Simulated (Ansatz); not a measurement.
Start from SnTe in the rock salt structure (space group Fm-3m, No. 225; a = 6.370 Å).

Structures relaxed with r2SCAN in Ansatz (plane waves to 500 eV, PAW, no spin-orbit coupling).

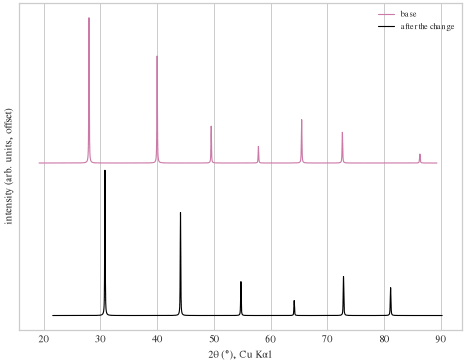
*Simulated powder patterns before (top) and after one change*

Task: Name the change that was made.
(A) pressure 0.9 GPa
(B) pressure 22.5 GPa
(C) pressure 9 GPa
(D) pressure −2 GPa

Result: B, pressure 22.5 GPa. Its volume per atom is 24.40 Å³ against 32.30 Å³, and its space group is Fm-3m (No. 225).

Load acts through the strain it causes; cell and atoms are relaxed under it. Whether these cells are dynamically stable was not tested. Competing high-pressure phases were not computed. All final runs are without spin polarisation.

Ansatz is a quantum-chemistry and plane-wave program.
